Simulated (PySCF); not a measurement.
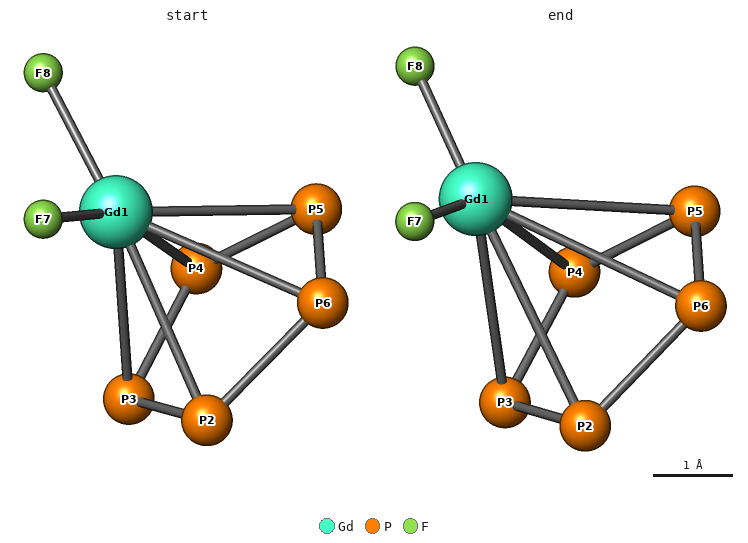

The structure of GdP5F2 before (left) and after (right) a relaxation, at one scale.

A ball-and-stick model, seen from a free direction.

Theory: PySCF 2.14.0, RKS TPSS, Gd lcecp-1-SVP with ECP53, P def2-SVP, F def2-SVP; non-relativistic Hamiltonian with scalar-relativistic core potentials; density fitting.

Input file:
```
mol = gto.M(atom='''
Gd    -0.00001     0.00000    -0.85865
P      1.73869     0.46590     1.43105
P      0.09419     1.79750     1.43105
P     -1.68041     0.64510     1.43105
P     -1.13281    -1.39890     1.43105
P      0.98039    -1.50960     1.43105
F      1.57279     0.00000    -2.26395
F     -1.57281     0.00000    -2.26395''',
    basis={'Gd': 'lcecp-1-SVP', 'P': 'def2-SVP', 'F': 'def2-SVP'},
    ecp={'Gd': 'lcecp-1-SVP'},
    charge=0, spin=0)
mf = dft.RKS(mol, xc='TPSS')
mf.grids.atom_grid = (50, 194)  # f atoms: at least (60, 302), unpruned
mf = mf.density_fit()  # Gd AutoAux, P def2-universal-JKFIT, F def2-universal-JKFIT
mf.conv_tol = 1e-08; mf.max_cycle = 55
mf.kernel(dm0)
# quasi-Newton relaxation in Cartesian coordinates to a largest gradient under 0.00045 Eh/bohr, steps kept in the point group
```

Launched with:
```bash
OMP_NUM_THREADS=4 python run.py
```

> What changed between the two?

After 10 geometry steps the energy has fallen by 16.3 kcal/mol. Largest force component: 5.3 eV/Å at the start, 0.012 eV/Å at the end. The largest move after the best rigid fit is that of Gd1, 0.27 Å. Largest moves by element: Gd 0.27 Å, F 0.10 Å, P 0.09 Å. Among the contacts that change: Gd1–P2 2.913 → 3.221 Å, Gd1–P5 2.913 → 3.202 Å, Gd1–P3 2.912 → 3.186 Å, Gd1–F7 2.109 → 2.028 Å. Bond angles that change, for instance: Gd1–P3–P2 68.7° → 71.4°.
